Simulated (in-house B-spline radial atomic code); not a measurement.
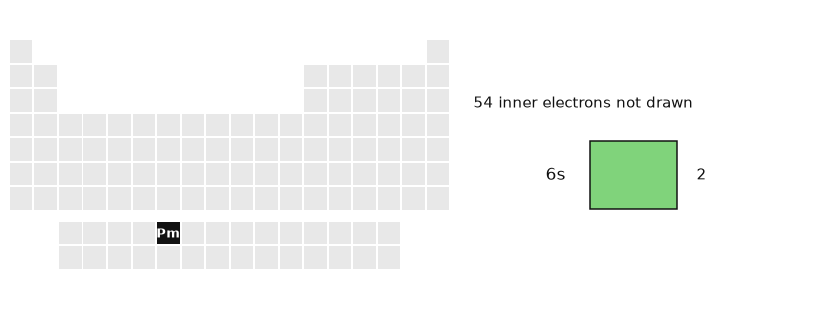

Fig. 1: Left, the place of promethium in the periodic table; right, the outer shells of the closed core: a box for each of the 2l + 1 orbitals, shaded by the share of the shell that is filled, with the electron count at the right.

# Many-body perturbation calculation for Pm⁴⁺

System: Pm⁴⁺, core [Xe] 6s2.
Method: one electron outside a closed core: parity- and time-reversal-violating and field-shift constants by sums over states, Dirac-Hartree-Fock, RPA and Brueckner orbitals (in-house B-spline radial atomic code).

### The input
```
basis_form = 2
Z = 61
core_configuration = [Xe] 6s2
rms_radius = 4.961999461404065
mass_number = 145
speed_of_light = 137.035999084
```

Launched within a batch (the task file carries these settings):
```bash
python <driver script> task.json out
```

The program writes its results to a structured record and prints no log; tables and figures of this report are taken from that record.

### Outcome

- outcome: not converged
- hardware: 1 thread of Arm Neoverse V1, 24 GiB of memory available, shared host
- wall time: 12 s

### What went wrong

The run did not meet its convergence test, so its last values are not results. Limits: the closed core is unstable against excitations.
